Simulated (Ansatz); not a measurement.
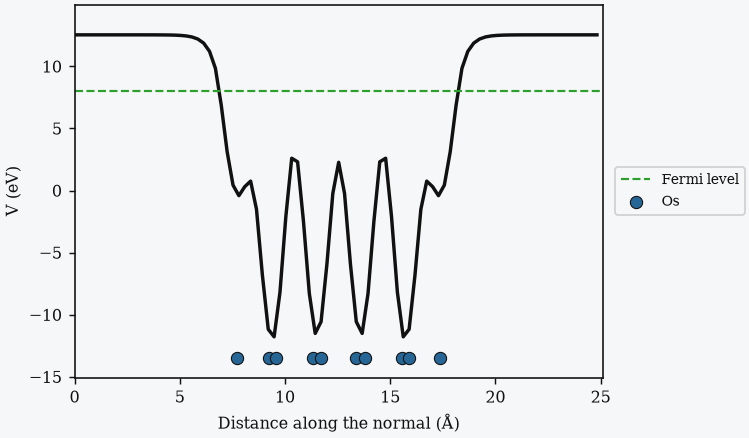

Plane-averaged electrostatic potential energy of an electron across the slab; circles at the bottom mark the heights of the atoms.

Structure: a (101) slab cut from Os (P6_3/mmc), 10 atoms in the cell.

Method: DFT PBE, spin-orbit coupling, plane waves, PAW, 13×7×1 k mesh (Ansatz 0.2.0).

**What is the work function?**

The work function is 4.50 eV, the same on both faces. The two vacuum levels agree, so the slab has no net dipole along its normal.

**How thick are slab and vacuum?**

The outermost atoms are 9.6 Å apart, which leaves 15.5 Å of vacuum in a cell 25.1 Å high.
